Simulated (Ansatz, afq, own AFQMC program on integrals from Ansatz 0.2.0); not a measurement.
# GaBr− (doublet): AFQMC on the coupled-cluster ladder, aug-cc-pVDZ

How near does AFQMC come to the top of the ladder for GaBr− (doublet)?

Method: aug-cc-pVDZ, frozen cores; program: Ansatz 0.2.0, Gaussian basis, and an in-house AFQMC program (afq) on its integrals; all values are calculated.

To be run: PBE (unrestricted); r2SCAN (unrestricted); PBE0 (unrestricted); B3LYP (unrestricted); wB97M-V (unrestricted); B2PLYP (unrestricted); CCSD(T) on ROHF; CCSDT(Q) on ROHF; Phaseless AFQMC, CISD trial on ROHF; Phaseless AFQMC, single-determinant trial on ROHF; Free-projection AFQMC, CISD trial on ROHF; CCSD(T) on UHF; CCSDT(Q) on UHF; CCSD(T) on UHF; Phaseless AFQMC, CISD trial on UHF; Phaseless AFQMC, single-determinant trial on UHF; Free-projection AFQMC, CISD trial on UHF.

**1. The system**

The geometry is a PBE0/def2-TZVPD stationary point (not a proven minimum) of the parent state, kept for this charge and spin. No spin-orbit coupling is included. The filled d shell of Ga, Br may be among the frozen orbitals whatever the setting's name suggests; the logs give the count.

2 atoms, charge -1, spin multiplicity 2.

Atoms are counted from 1 here; the program's logs count them from 0.

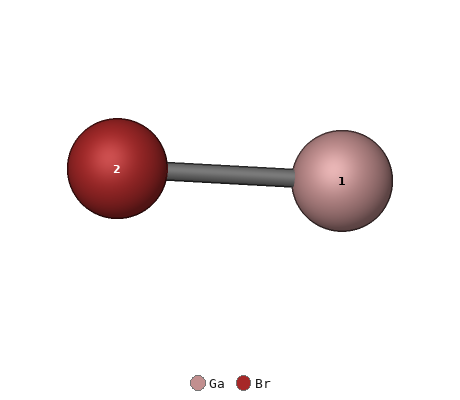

The structure; gallium pink, bromine red; atoms are numbered from 1 in the order of the file.

**2. PBE (unrestricted)**

in.yaml

```yaml
crystal:
  periodic: [false, false, false]
  atoms:
    - {symbol: Ga, position_ang: [0.000000, 0.000000, 0.000000]}
    - {symbol: Br, position_ang: [0.000000, 0.000000, 2.415800]}
basis:
  gaussian: {orbitals: aug-cc-pVDZ}
total_charge: -1
magnetization: {spin_polarized: true, initial_magnetization: 1}
hamiltonian: {xc: {name: PBE}}
output: {orbitals: {seedname: orbitals}}
```

Command:

```
$ ansatz run in.yaml --threads 1 --pin off --events-out ev --progress --plain --max-ram 1843MiB
```

The log of the run:

```text
Functional definition: PBE
  name "PBE"
  cite "Perdew, Burke & Ernzerhof, Phys. Rev. Lett. 77, 3865 (1996) doi:10.1103/PhysRevLett.77.3865"
  parent pbe
  parameter kappa = 0.804
  parameter beta = 0.06672455060314922
  exchange = pbe_x(kappa = kappa, mu = beta*pi^2/3)
  correlation = pbe_c(beta = beta)
877 factors; their error is unknown
mean field evaluation 1: about -122400.9093 eV, gradient 2.8e1 eV
mean field evaluation 2: about -122392.3737 eV, gradient 3.9e1 eV
mean field evaluation 4: about -122406.2075 eV, gradient 6.0e0 eV
mean field evaluation 8: about -122406.5214 eV, gradient 3.1e-2 eV
mean field evaluation 16: about -122406.5215 eV, gradient 1.8e-5 eV
mean field evaluation 32: about -122405.7696 eV, gradient 4.8e-6 eV
mean field evaluation 64: about -122405.4130 eV, gradient 1.8e0 eV
mean field -122406.52145777 eV, -4498.3566934527 hartree, gradient 1.8e-5 eV, S^2 0.751940; 8 other end points of the search recorded, 0 dependent functions left out
reference -122406.52149870 eV, -4498.3566949571 hartree; 34, 33 occupied and 38, 39 virtual orbitals, 877 factors
Total energy: -122406.52149870 eV, -4498.3566949571 hartree
```

Wall time 14 s (1 thread of Arm Neoverse V1, shared host); peak memory 0.35 GiB.

From the report: ⟨S²⟩ of the determinant 0.752 (pure doublet: 0.75).

**3. r2SCAN (unrestricted)**

Edit in.yaml of step 2 so:

```diff
@@ -9,3 +9,2 @@
 magnetization: {spin_polarized: true, initial_magnetization: 1}
-hamiltonian: {xc: {name: PBE}}
-output: {orbitals: {seedname: orbitals}}
+hamiltonian: {xc: {name: r2SCAN}}
```

Same command.

The log of the run, shortened:

```text
Functional definition: r2SCAN
  name "r2SCAN"
  cite "Furness, Kaplan, Ning, Perdew & Sun, J. Phys. Chem. Lett. 11, 8208 (2020) doi:10.1021/acs.jpclett.0c02405"
  cite "Furness, Kaplan, Ning, Perdew & Sun, J. Phys. Chem. Lett. 11, 9248 (2020) doi:10.1021/acs.jpclett.0c03077"
  parent r2scan
[...]
877 factors; their error is unknown
[...]
mean field -122424.10734429 eV, -4499.0029628623 hartree, gradient 3.3e-5 eV, S^2 0.755987; 6 other end points of the search recorded, 0 dependent functions left out
reference -122424.10743057 eV, -4499.0029660328 hartree; 34, 33 occupied and 38, 39 virtual orbitals, 877 factors
Total energy: -122424.10743057 eV, -4499.0029660328 hartree
```

It took 34 s on 1 thread of Arm Neoverse V1, shared host; peak memory 0.35 GiB.

From the report: ⟨S²⟩ of the determinant 0.756 (pure doublet: 0.75).

**4. PBE0 (unrestricted)**

Edit in.yaml of step 3 so:

```diff
@@ -9,2 +9,3 @@
 magnetization: {spin_polarized: true, initial_magnetization: 1}
-hamiltonian: {xc: {name: r2SCAN}}
+hamiltonian: {xc: {name: PBE0}}
+output: {orbitals: {seedname: orbitals}}
```

Same command.

The log of the run, shortened:

```text
Functional definition: PBE0
  name "PBE0"
  cite "Adamo & Barone, J. Chem. Phys. 110, 6158 (1999) doi:10.1063/1.478522"
  cite "Perdew, Burke & Ernzerhof, Phys. Rev. Lett. 77, 3865 (1996) doi:10.1103/PhysRevLett.77.3865"
  parent pbe
[...]
803 factors; integrals over basis functions are off by at most 8.3e-4 eV
[...]
mean field -122409.93770498 eV, -4498.4822382221 hartree, gradient 4.0e-5 eV, S^2 0.753471; 8 other end points of the search recorded, 0 dependent functions left out
reference -122409.93773782 eV, -4498.4822394292 hartree; 34, 33 occupied and 38, 39 virtual orbitals, 803 factors
Total energy: -122409.93773782 eV, -4498.4822394292 hartree
```

It took 14 s on 1 thread of Arm Neoverse V1, shared host; peak memory 0.35 GiB.

From the report: ⟨S²⟩ of the determinant 0.753 (pure doublet: 0.75).

**5. B3LYP (unrestricted)**

Edit in.yaml of step 4 so:

```diff
@@ -9,3 +9,2 @@
 magnetization: {spin_polarized: true, initial_magnetization: 1}
-hamiltonian: {xc: {name: PBE0}}
-output: {orbitals: {seedname: orbitals}}
+hamiltonian: {xc: {name: B3LYP}}
```

Same command.

The log of the run, shortened:

```text
Functional definition: B3LYP
  name "B3LYP"
  cite "Stephens, Devlin, Chabalowski & Frisch, J. Phys. Chem. 98, 11623 (1994) doi:10.1021/j100096a001"
  cite "Becke, Phys. Rev. A 38, 3098 (1988) doi:10.1103/PhysRevA.38.3098"
  cite "Lee, Yang & Parr, Phys. Rev. B 37, 785 (1988) doi:10.1103/PhysRevB.37.785"
  cite "Vosko, Wilk & Nusair, Can. J. Phys. 58, 1200 (1980) doi:10.1139/p80-159"
[...]
803 factors; integrals over basis functions are off by at most 8.3e-4 eV
[...]
mean field -122427.18569172 eV, -4499.1160900438 hartree, gradient 2.7e-5 eV, S^2 0.751969; 8 other end points of the search recorded, 0 dependent functions left out
reference -122427.18587300 eV, -4499.1160967058 hartree; 34, 33 occupied and 38, 39 virtual orbitals, 803 factors
Total energy: -122427.18587300 eV, -4499.1160967058 hartree
```

Run time: 13 s. Hardware: 1 thread of Arm Neoverse V1, shared host; peak memory 0.35 GiB.

From the report: ⟨S²⟩ of the determinant 0.752 (pure doublet: 0.75).

**6. wB97M-V (unrestricted)**

Edit in.yaml of step 5 so:

```diff
@@ -9,2 +9,3 @@
 magnetization: {spin_polarized: true, initial_magnetization: 1}
-hamiltonian: {xc: {name: B3LYP}}
+hamiltonian: {xc: {name: wB97M-V}}
+output: {orbitals: {seedname: orbitals}}
```

Same command.

The log of the run, shortened:

```text
Functional definition: wB97M-V
  name "wB97M-V"
  cite "Mardirossian & Head-Gordon, J. Chem. Phys. 144, 214110 (2016) doi:10.1063/1.4952647"
  cite "Becke, J. Chem. Phys. 107, 8554 (1997) doi:10.1063/1.475007"
  cite "Vydrov & Van Voorhis, J. Chem. Phys. 133, 244103 (2010) doi:10.1063/1.3521275"
  # Of w^i u^j: cxij and so on, Table III.
[...]
  gx(w, u) = 1 - cx + cx01*u + cx10*w
  gss(w, u) = css00 + css04*u^4 + css10*w + css20*w^2 + css43*w^4*u^3
  gos(w, u) = cos00 + cos10*w + (cos20 + cos21*u)*w^2 + (cos60 + cos61*u)*w^6
[...]
      + integral(e_c_pw_mod_opposite_spin*gos(b97_w_opposite, b97_u_opposite)) + vv10(b, c)
803 factors; integrals over basis functions are off by at most 8.3e-4 eV
224 factors; integrals over basis functions are off by at most 2.0e-5 eV
[...]
mean field -122418.23519442 eV, -4498.7871653348 hartree, gradient 2.4e-5 eV, S^2 0.752932; 3 other end points of the search recorded, 0 dependent functions left out
reference -122418.23521783 eV, -4498.7871661951 hartree; 34, 33 occupied and 38, 39 virtual orbitals, 803 factors
Total energy: -122418.23521783 eV, -4498.7871661951 hartree
```

Run time: 24 s. Hardware: 1 thread of Arm Neoverse V1, shared host; peak memory 0.35 GiB.

From the report: ⟨S²⟩ of the determinant 0.753 (pure doublet: 0.75).

**7. B2PLYP (unrestricted)**

Edit in.yaml of step 6 so:

```diff
@@ -9,3 +9,3 @@
 magnetization: {spin_polarized: true, initial_magnetization: 1}
-hamiltonian: {xc: {name: wB97M-V}}
-output: {orbitals: {seedname: orbitals}}
+hamiltonian: {xc: {name: B2PLYP}}
+correlation: {electrons: outside_noble_gas}
```

Launched as before.

The log of the run, shortened:

```text
Functional definition: B2PLYP
  name "B2PLYP"
  cite "Grimme, J. Chem. Phys. 124, 034108 (2006) doi:10.1063/1.2148954"
  cite "Becke, Phys. Rev. A 38, 3098 (1988) doi:10.1103/PhysRevA.38.3098"
  cite "Lee, Yang & Parr, Phys. Rev. B 37, 785 (1988) doi:10.1103/PhysRevB.37.785"
[...]
803 factors; integrals over basis functions are off by at most 8.3e-4 eV
[...]
mean field -122400.28080799 eV, -4498.1273538034 hartree, gradient 1.5e-6 eV, S^2 0.754810; 1 other end points of the search recorded, 0 dependent functions left out
28 core orbitals not correlated: weight in the atoms' cores, before any rotation towards them, 0.990 or more for the frozen orbitals, at most 0.012 for the correlated occupied ones
reference -122400.28092377 eV, -4498.1273580583 hartree; 6, 5 occupied and 38, 39 virtual orbitals, 803 factors
second order -5.84859377 eV of doubles, -0.00000000 eV of singles
Total energy: -122401.86004409 eV, -4498.1853896595 hartree
```

Run time: 8 s. Hardware: 1 thread of Arm Neoverse V1, shared host; peak memory 0.35 GiB.

From the report: ⟨S²⟩ of the determinant 0.755 (pure doublet: 0.75).

**8. CCSD(T) on ROHF**

in.yaml

```yaml
crystal:
  periodic: [false, false, false]
  atoms:
    - {symbol: Ga, position_ang: [0.000000, 0.000000, 0.000000]}
    - {symbol: Br, position_ang: [0.000000, 0.000000, 2.415800]}
basis:
  gaussian: {orbitals: aug-cc-pVDZ}
total_charge: -1
magnetization: {spin_polarized: false, initial_magnetization: 1}
correlation: {method: ccsd_t, electrons: outside_noble_gas, hamiltonian_folder: ham}
```

The command is unchanged.

The log of the run, shortened:

```text
Functional definition: HF
  name "HF"
  cite "Fock, Z. Phys. 61, 126 (1930) doi:10.1007/BF01340294"
  parent pbe
[...]
803 factors; integrals over basis functions are off by at most 8.3e-4 eV
[...]
mean field -122333.60807440 eV, -4495.6771760365 hartree, gradient 6.0e-6 eV, S^2 0.750000; 18 other end points of the search recorded, 0 dependent functions left out
[...]
determinant -122333.60807440 eV, -4495.6771760365 hartree, with singles and doubles -122338.94159069 eV, -4495.8731791448 hartree
determinant -122332.91253531 eV, -4495.6516154465 hartree, with singles and doubles -122338.13200851 eV, -4495.8434275487 hartree
determinant -122332.37036913 eV, -4495.6316912067 hartree, with singles and doubles -122337.67718851 eV, -4495.8267132219 hartree
determinant -122332.21450474 eV, -4495.6259632960 hartree, with singles and doubles -122337.48436587 eV, -4495.8196271205 hartree
determinant -122329.52391311 eV, -4495.5270858775 hartree, with singles and doubles -122335.15335019 eV, -4495.7339638744 hartree
28 core orbitals not correlated: weight in the atoms' cores, before any rotation towards them, 0.996 or more for the frozen orbitals, at most 0.005 for the correlated occupied ones
reference -122333.60807440 eV, -4495.6771760365 hartree; 6, 5 occupied and 38, 39 virtual orbitals, 803 factors
second order -4.71236610 eV of doubles, -0.03187119 eV of singles
cycle   1  -5.33355253 eV  change   -3.6e-5 eV  update   8.4e-4
[...]
cycle   7  -5.33349054 eV  change   -1.4e-7 eV  update   2.4e-6
perturbative correction -0.16297765 eV, -0.0059893182 hartree
Total energy: -122339.10454259 eV, -4495.8791675169 hartree
```

Run time: 56 s. Hardware: 1 thread of Arm Neoverse V1, shared host; peak memory 0.35 GiB.

From the report: correlation -5.4965 eV; T1 0.018; largest double amplitude 0.07.

This run also writes the integrals to the folder ham.

**9. CCSDT(Q) on ROHF**

Edit in.yaml of step 8 so:

```diff
@@ -9,2 +9,2 @@
 magnetization: {spin_polarized: false, initial_magnetization: 1}
-correlation: {method: ccsd_t, electrons: outside_noble_gas, hamiltonian_folder: ham}
+correlation: {method: ccsdt_q, electrons: outside_noble_gas}
```

Launched as before.

The log of the run, shortened:

```text
Functional definition: HF
  name "HF"
  cite "Fock, Z. Phys. 61, 126 (1930) doi:10.1007/BF01340294"
  parent pbe
[...]
1302 factors; integrals over basis functions are off by at most 1.4e-7 eV
[...]
mean field -122333.60815871 eV, -4495.6771791347 hartree, gradient 5.4e-6 eV, S^2 0.750000; 19 other end points of the search recorded, 0 dependent functions left out
[...]
determinant -122333.60815871 eV, -4495.6771791347 hartree, with singles and doubles -122338.94167600 eV, -4495.8731822802 hartree
determinant -122332.91261949 eV, -4495.6516185399 hartree, with singles and doubles -122338.13209284 eV, -4495.8434306475 hartree
determinant -122332.37045265 eV, -4495.6316942759 hartree, with singles and doubles -122337.67727067 eV, -4495.8267162411 hartree
determinant -122332.21458927 eV, -4495.6259664025 hartree, with singles and doubles -122337.48445145 eV, -4495.8196302656 hartree
determinant -122330.44705478 eV, -4495.5610107078 hartree, with no singles and doubles
determinant -122329.52399278 eV, -4495.5270888054 hartree, with singles and doubles -122335.15343898 eV, -4495.7339671371 hartree
28 core orbitals not correlated: weight in the atoms' cores, before any rotation towards them, 0.996 or more for the frozen orbitals, at most 0.005 for the correlated occupied ones
reference -122333.60815871 eV, -4495.6771791347 hartree; 6, 5 occupied and 38, 39 virtual orbitals, 1302 factors
second order -4.71236987 eV of doubles, -0.03187129 eV of singles
cycle   1  -5.15629099 eV  change   -4.1e-1 eV  update   8.0e-2
[...]
cycle  16  -5.51665770 eV  change   -1.0e-6 eV  update   6.9e-7
perturbative correction -0.01080440 eV, -0.0003970542 hartree
Total energy: -122339.13562080 eV, -4495.8803096200 hartree
```

Run time: 2 min. Hardware: 1 thread of Arm Neoverse V1, shared host; peak memory 0.88 GiB.

From the report: correlation -5.5275 eV; T1 0.018; largest double amplitude 0.08.

**10. Phaseless AFQMC, CISD trial on ROHF**

It reads the integrals that the CCSD(T) run on this determinant wrote.

Command:

```
$ afq ham --method phaseless --trial cisd --walkers 60 --populations 1 --least-time 40 --time-step 0.005 --steps-per-block 50 --equilibration-blocks 28 --max-blocks 300 --target-error 0.0004 --factor-cut 1e-05 --start spin_pure --seed 6620 --release-times 0.24,0.51,0.99,1.62,2.4 --release-step 0.03 --release-every 4 --taylor-order 6
```

The log of the run:

```text
orbitals 44  electrons 6 5  factors 334 of 803
reference energy -4495.67717604 Eh
CCSD correlation -0.19600207 Eh in 11 cycles, weight of the determinant in the CISD state 0.8729
energy of the start -4495.873176 Eh
 block  time / (1/Eh)  mean weight  energy / Eh
     1     0.250  0.9990  -4495.870259
     2     0.500  0.9990  -4495.870819
     3     0.750  0.9994  -4495.872766
     4     1.000  1.0004  -4495.877350
     5     1.250  0.9976  -4495.874579
     6     1.500  0.9990  -4495.873991
     7     1.750  0.9977  -4495.874918
     8     2.000  0.9999  -4495.874270
     9     2.250  1.0015  -4495.874309
    10     2.500  0.9988  -4495.877461
    13     3.250  0.9991  -4495.875553
    17     4.250  1.0000  -4495.877549
    21     5.250  0.9988  -4495.881984
    25     6.250  1.0006  -4495.885428
    29     7.250  0.9999  -4495.884069
    33     8.250  0.9997  -4495.878167
    37     9.250  0.9990  -4495.881910
    41    10.250  0.9994  -4495.884511
    45    11.250  1.0003  -4495.879914
    49    12.250  1.0007  -4495.879619
    53    13.250  1.0018  -4495.880379
    57    14.250  0.9974  -4495.878931
    61    15.250  0.9999  -4495.879842
    65    16.250  1.0003  -4495.876950
    69    17.250  0.9984  -4495.879375
    73    18.250  0.9988  -4495.876532
    77    19.250  0.9989  -4495.878569
    81    20.250  1.0005  -4495.879701
    85    21.250  0.9994  -4495.877878
    89    22.250  1.0003  -4495.881718
    93    23.250  0.9979  -4495.880392
    97    24.250  1.0016  -4495.874985
   101    25.250  1.0022  -4495.877531
   105    26.250  0.9990  -4495.883061
   109    27.250  0.9992  -4495.876521
   113    28.250  1.0002  -4495.880093
   117    29.250  1.0012  -4495.879639
   121    30.250  0.9985  -4495.881809
   125    31.250  0.9998  -4495.880179
   129    32.250  0.9997  -4495.879427
   133    33.250  1.0010  -4495.881484
   137    34.250  1.0001  -4495.879480
   141    35.250  1.0001  -4495.875064
   145    36.250  1.0010  -4495.876735
   149    37.250  1.0000  -4495.875764
   153    38.250  1.0011  -4495.878013
   157    39.250  1.0003  -4495.880852
   161    40.250  1.0005  -4495.878902
   165    41.250  0.9969  -4495.877994
   169    42.250  1.0022  -4495.877231
   173    43.250  1.0001  -4495.876253
   177    44.250  1.0009  -4495.879440
   181    45.250  0.9989  -4495.877720
   185    46.250  1.0008  -4495.883928
blocks merged  error / Eh  count
     1  0.000192  160
     2  0.000241  80
     4  0.000289  40
     8  0.000350  20
    16  0.000413  10
released: time / (1/Eh)  energy / Eh  error  mean overlap
  0.24  -4495.879773  0.000391  1.0034
  0.51  -4495.879635  0.000342  0.9973
  0.99  -4495.880037  0.000348  0.9948
  1.62  -4495.879951  0.000407  0.9935
  2.40  -4495.880086  0.000601  1.0057
energy -4495.879266 +/- 0.000350 Eh
```

Wall time 6.5 min (1 thread of Arm Neoverse V1, shared host); peak memory 0.35 GiB.

Energy -122339.1072 ± 0.0095 eV. Caveats: constraint bias not in the error.

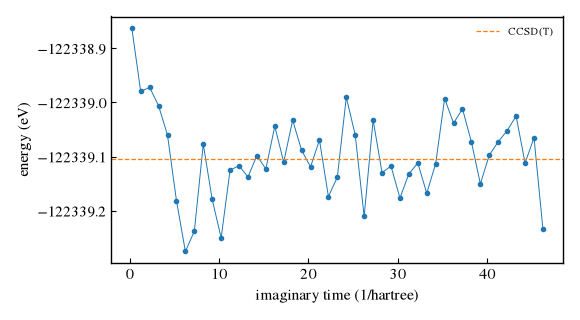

Block energies along the walk.

**11. Phaseless AFQMC, single-determinant trial on ROHF**

It reads the integrals that the CCSD(T) run on this determinant wrote.

Command:

```
$ afq ham --method phaseless --trial hf --walkers 120 --populations 1 --least-time 40 --time-step 0.005 --steps-per-block 20 --equilibration-blocks 112 --max-blocks 600 --target-error 0.0012000000000000001 --factor-cut 1e-05 --start spin_pure --seed 6739 --taylor-order 6
```

The log of the run:

```text
orbitals 44  electrons 6 5  factors 334 of 803
reference energy -4495.67717604 Eh
CCSD correlation -0.19600207 Eh in 11 cycles, weight of the determinant in the CISD state 0.8729
energy of the start -4495.677188 Eh
 block  time / (1/Eh)  mean weight  energy / Eh
     1     0.100  1.0004  -4495.708133
     2     0.200  1.0014  -4495.732395
     3     0.300  1.0011  -4495.756613
     4     0.400  1.0016  -4495.776857
     5     0.500  1.0030  -4495.789666
     6     0.600  1.0014  -4495.796450
     7     0.700  1.0009  -4495.804749
     8     0.800  0.9990  -4495.812001
     9     0.900  0.9995  -4495.824058
    10     1.000  1.0003  -4495.830643
    18     1.800  1.0008  -4495.857003
    35     3.500  1.0010  -4495.862772
    52     5.200  1.0016  -4495.908148
    69     6.900  1.0000  -4495.866622
    86     8.600  1.0006  -4495.891669
   103    10.300  1.0004  -4495.885255
   120    12.000  0.9993  -4495.874865
   137    13.700  0.9997  -4495.887046
   154    15.400  1.0004  -4495.885030
   171    17.100  1.0019  -4495.886646
   188    18.800  0.9991  -4495.877506
   205    20.500  1.0002  -4495.851082
   222    22.200  0.9998  -4495.882813
   239    23.900  1.0011  -4495.884020
   256    25.600  1.0004  -4495.874279
   273    27.300  0.9991  -4495.893727
   290    29.000  1.0003  -4495.870870
   307    30.700  1.0003  -4495.917766
   324    32.400  0.9994  -4495.874670
   341    34.100  0.9999  -4495.889013
   358    35.800  1.0000  -4495.887624
   375    37.500  0.9995  -4495.864728
   392    39.200  0.9989  -4495.882565
   409    40.900  1.0008  -4495.871436
   426    42.600  1.0011  -4495.877906
   443    44.300  1.0026  -4495.885711
   460    46.000  1.0007  -4495.880285
   477    47.700  0.9995  -4495.875924
   494    49.400  1.0020  -4495.867286
   511    51.100  1.0008  -4495.857838
   528    52.800  1.0007  -4495.857129
   545    54.500  1.0005  -4495.872594
   562    56.200  0.9997  -4495.865330
   579    57.900  1.0005  -4495.885092
   596    59.600  1.0030  -4495.910979
   613    61.300  0.9994  -4495.889536
   630    63.000  1.0006  -4495.865594
   647    64.700  1.0013  -4495.896070
   664    66.400  1.0009  -4495.895606
   681    68.100  1.0003  -4495.873752
   698    69.800  0.9999  -4495.859549
blocks merged  error / Eh  count
     1  0.000663  600
     2  0.000912  300
     4  0.001231  150
     8  0.001622  75
    16  0.002080  37
    32  0.002137  18
    64  0.001593  9
energy -4495.880393 +/- 0.002137 Eh
```

It took 6.3 min on 1 thread of Arm Neoverse V1, shared host; peak memory 0.35 GiB.

Energy -122339.1379 ± 0.0581 eV. Caveats: constraint bias not in the error; error above the target.

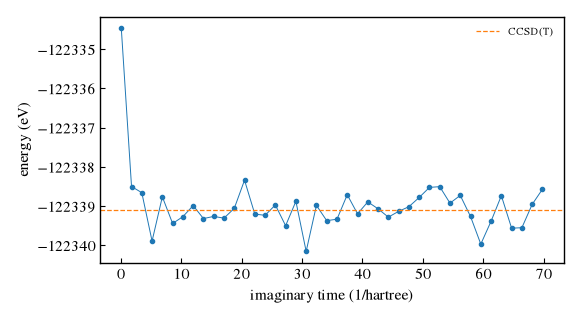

Block energies along the walk.

**12. Free-projection AFQMC, CISD trial on ROHF**

It reads the integrals that the CCSD(T) run on this determinant wrote.

Command:

```
$ afq ham --method free --trial cisd --walkers 60 --time-step 0.03 --max-blocks 80 --target-error 0.0004 --factor-cut 1e-05 --seed 2783 --times 0,0.21,0.42,0.81,1.2,1.8,2.4,3 --taylor-order 8
```

The log of the run:

```text
orbitals 44  electrons 6 5  factors 334 of 803
reference energy -4495.67717604 Eh
CCSD correlation -0.19600207 Eh in 11 cycles, weight of the determinant in the CISD state 0.8729
repeat  energy at the last time / Eh  error
    10  -4495.882419  0.001682
    20  -4495.880353  0.000924
    30  -4495.880190  0.000683
    40  -4495.880363  0.000556
    50  -4495.880384  0.000475
    60  -4495.880166  0.000464
    70  -4495.880320  0.000427
    80  -4495.880277  0.000378
time / (1/Eh)  energy / Eh  error  mean overlap
  0.00  -4495.873135  0.000170  1.1454
  0.21  -4495.875763  0.000181  1.1442
  0.42  -4495.877146  0.000201  1.1435
  0.81  -4495.878738  0.000214  1.1396
  1.20  -4495.879387  0.000217  1.1353
  1.80  -4495.879997  0.000270  1.1313
  2.40  -4495.880426  0.000307  1.1126
  3.00  -4495.880277  0.000378  1.1135
energy -4495.880277 +/- 0.000378 Eh
```

Run time: 6.4 min. Hardware: 1 thread of Arm Neoverse V1, shared host; peak memory 0.35 GiB.

Energy -122339.1347 ± 0.0103 eV. Caveats: remainder of the start not in the error.

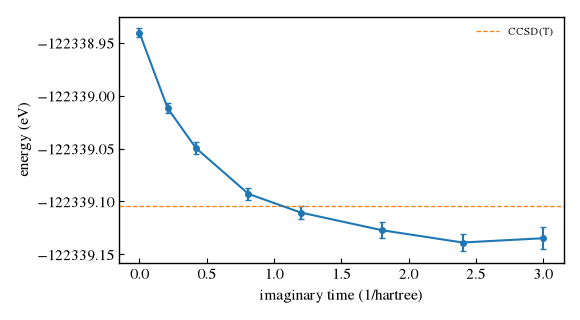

Energy against projection time, with error bars.

[end of part 1 of 2]
